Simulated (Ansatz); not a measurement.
## Electronic structure of BFH2O···SiH4 in real space

The calculation's input:

```
crystal:
  periodic: [false, false, false]
  atoms:
    - { symbol: B, position_ang: [0.0, 0.0, 0.0] }
    - { symbol: F, position_ang: [0.0, 0.0, 1.67] }
    - { symbol: O, position_ang: [1.2211, 0.0, -0.705] }
    - { symbol: H, position_ang: [1.5209, -0.9519, -0.8599] }
    - { symbol: H, position_ang: [-1.0305, 0.0, -0.595] }
    - { symbol: Si, position_ang: [0.1008, 2.1328, 0.7095] }
    - { symbol: H, position_ang: [0.6771, 2.1737, 2.0503] }
    - { symbol: H, position_ang: [0.9351, 2.9107, -0.2019] }
    - { symbol: H, position_ang: [-1.2441, 2.7001, 0.741] }
    - { symbol: H, position_ang: [0.0504, 1.0656, 1.6785] }
basis:
  gaussian: { orbitals: def2-SVP }
hamiltonian:
  xc: blyp
relax:
  f_tol: 0.15
  max_steps: 25
  restrain:
    - { distance: [0, 5], at: 3.15, k: 30.0 }
    - { distance: [9, 1], at: 2.12, k: 30.0 }
    - { distance: [0, 1], at: 1.32, k: 30.0 }
    - { distance: [9, 5], at: 1.46, k: 30.0 }
output:
  orbitals: {}
```

Command:

```sh
ansatz run input.yaml --threads 2 --pin off --max-ram 3072MiB --backend cpu --events-out ev --progress --plain --runs-dir out
```

The fields are those of the run's last geometry, not of the input's.

Not at a stationary point (largest force 0.7 eV/Å).

These are results of Ansatz 0.2.0, RKS BLYP/def2-SVP, not measurements.

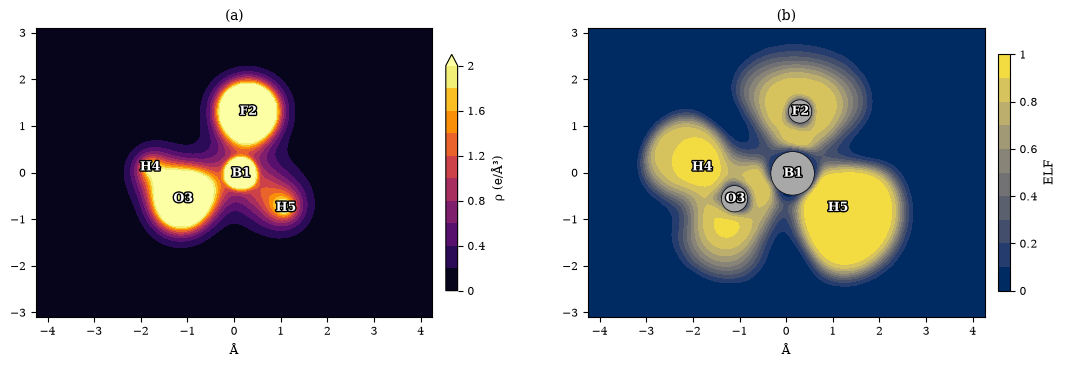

Figure 1. (a) total electron density; (b) electron localisation function on the plane of atoms O3, B1 and H5. Grey discs cover the atomic cores in the ELF map.

Read the bonding off the picture.

Atoms in the plane: B, F, O and H.
B–F (1.34 Å): the density is about 2.1 e/Å³ at the midpoint; the ELF peaks at about 0.85 between the atoms, as expected for a polar covalent bond.
B–O (1.36 Å): ρ is about 2.1 e/Å³ halfway; the ELF peaks at about 0.90 between the atoms, as expected for a short, strongly polar bond.
O–H (0.98 Å): ρ at the midpoint is about 3.5 e/Å³; the ELF climbs to about 1 towards the hydrogen, as it does in any bond to H; an ordinary covalent bond to hydrogen.
B–H (1.21 Å): ρ is about 1.2 e/Å³ halfway; the ELF climbs to about 1 towards the hydrogen; an ordinary covalent bond to hydrogen.
The ELF also peaks beside O3 and F2, away from the bonds: lone-pair regions.

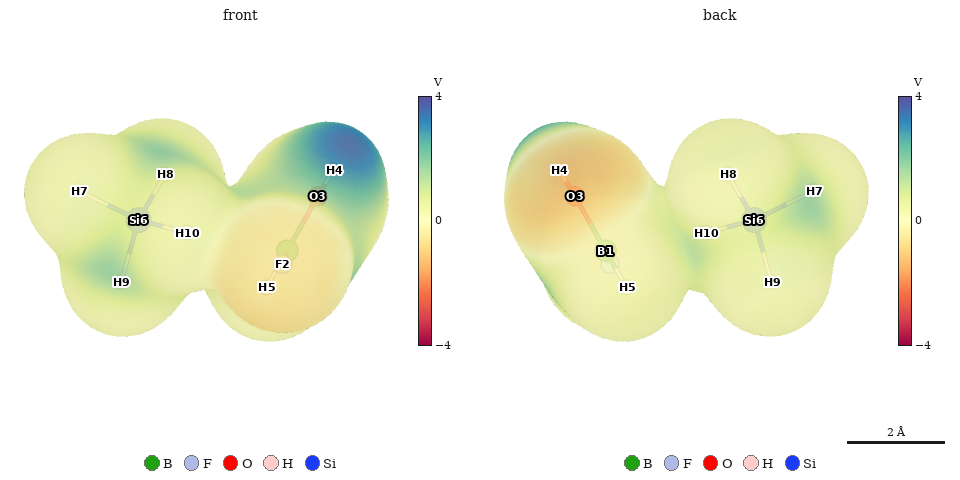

Figure 2. The electrostatic potential painted on the density surface at 0.004 e/bohr³, seen from the front and from behind; red is negative and blue positive.

Which sites attract a positive test charge, and which a negative one?

A positive charge is drawn to the negative regions and a negative charge to the positive ones. The most negative region (about −1.2 V) lies over O3, the most positive (about +3.4 V) over H4. O3 is the likeliest acceptor of a hydrogen bond.

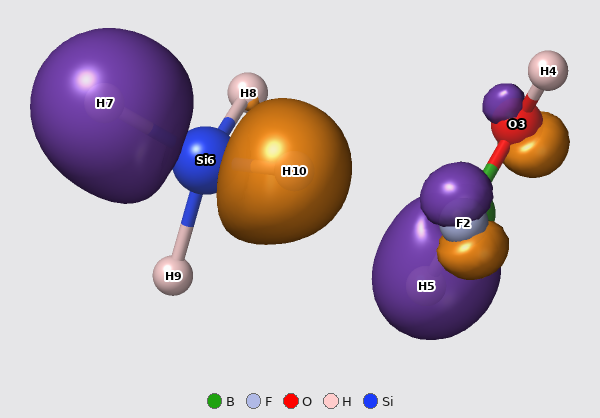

Figure 3. The HOMO at ±0.15 Å⁻³ᐟ² (orange and purple are the two phases), seen across its widest extent.

Describe this orbital and give its energy.

Its weight (Hirshfeld) is mainly on Si6 (about 30 %), H7 (about 25 %), H10 (about 15 %), H5 (about 10 %) and B1 (about 10 %). Its energy is −8.01 eV.
